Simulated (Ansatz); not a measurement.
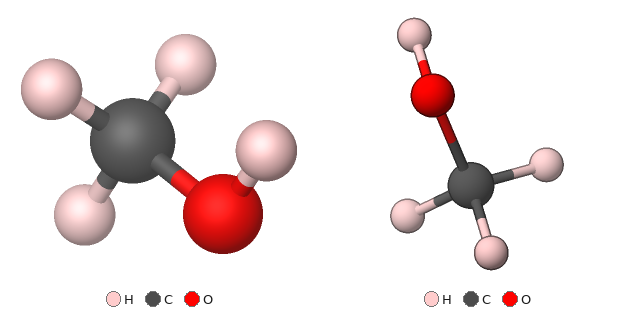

Two views of one molecule.

The geometry was computed by an optimisation with PBE0-D4/def2-TZVP.

Identify the structure.

Formula CH4O. The point group is Cs. Coordination: 1 C tetrahedral; 1 O bent.

The parts below concern this one geometry. Atoms keep their numbers from picture to picture.

## Vibrations

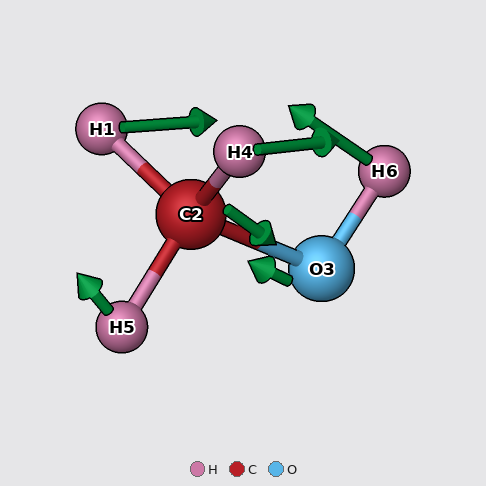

The arrows show one normal mode. Harmonic vibrations computed with RKS PBE0-D4/def2-TZVP (Ansatz 0.2.0) at a stationary point of the same level.

> At what wavenumber does it lie?

1107 cm⁻¹; it is mode 3 of 12 counted from the lowest.

## Dipole moment

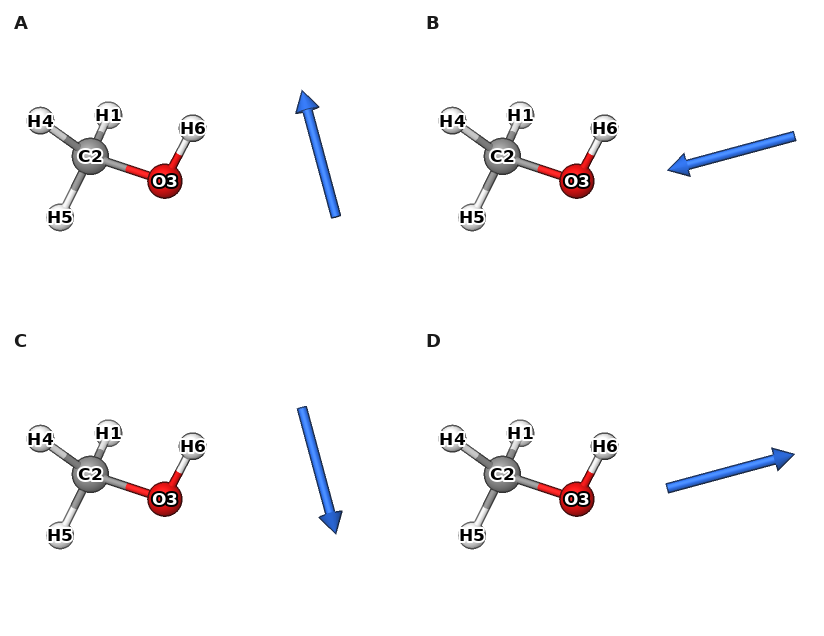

The same molecule four times, each with an arrow. Level of theory: RKS PBE0-D4/def2-TZVP (Ansatz 0.2.0).

> Which arrow points along the dipole moment, from the negative to the positive end?

A. The dipole moment is 1.67 D; it points from the side of O3, H5 to the side of H1, H4 (the outermost atoms at the two ends).

## Electronic properties

Level of theory: RKS PBE0-D4/def2-TZVPP (Ansatz 0.2.0).

> Give the HOMO energy (Kohn–Sham orbital) at this level.

−7.89 eV.

> Estimate the LUMO energy (Kohn–Sham orbital).

1.10 eV.
